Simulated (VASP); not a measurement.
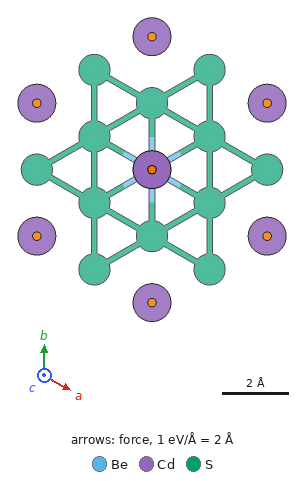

Starting geometry of a crystal of BeCd₂S₃ (a generated structure, set up in P6/mmm) with the computed forces as orange arrows. The picture is a ball-and-stick view of the atoms within 5.0 Å of the atom that moves most (axes of the cell of the calculation), seen along the c axis.

The run lets cell and atoms move.

Computed with Kohn-Sham DFT of a periodic cell, PBE, VASP PAW PBE potentials, recommended (VASP 6.6.1).

The input:
```
SYSTEM = BeCd2S3
  PREC = Normal
  ENCUT = 520
  EDIFF = 1E-4
  ISMEAR = 0
  SIGMA = 0.15
  LREAL = .FALSE.
  LASPH = .TRUE.
  NELM = 60
  ALGO = Fast
  ISIF = 3
  LWAVE = .FALSE.
  LCHARG = .FALSE.
  GGA = PE
  IBRION = 2
  NSW = 24
  EDIFFG = -0.08
```

Command:
```bash
cat potpaw_PBE.64/Be/POTCAR potpaw_PBE.64/Cd/POTCAR potpaw_PBE.64/S/POTCAR > POTCAR
mpirun -np 1 vasp_std > vasp.out
```

Is this structure relaxed? If not, where do the atoms go?

Answer. It isn't relaxed: the largest force vector, on Cd atoms, is 0.36 eV/Å. The atoms end up moving mostly along the starting forces (cosine between the two patterns 1.00). After 17 geometry steps the energy has fallen by 6.017 eV per cell of the calculation. Largest force component: 0.36 eV/Å at the start, 0.052 eV/Å at the end. Pressure: 26.20 GPa at the start and 0.10 GPa at the end. The largest moves relative to the cell, 0.22 Å, are those of Cd atoms. S and Be stay in place. Cell: a = b 4.065 → 4.991 Å (+22.8 %), c 9.654 → 8.026 Å (−16.9 %). Volume +25.3 %. Some distances before and after: Be–S 2.032 → 2.496 Å, S–S 2.032 → 2.496 Å, Cd–S 3.912 → 3.574 Å. The space group stays P6/mmm (No. 191). The volume changes by over a tenth within one run on a fixed set of plane waves, so the end point should be relaxed again from the new cell.

Limits of the set-up: layers or molecules are held without a dispersion correction, so their spacing is unreliable.
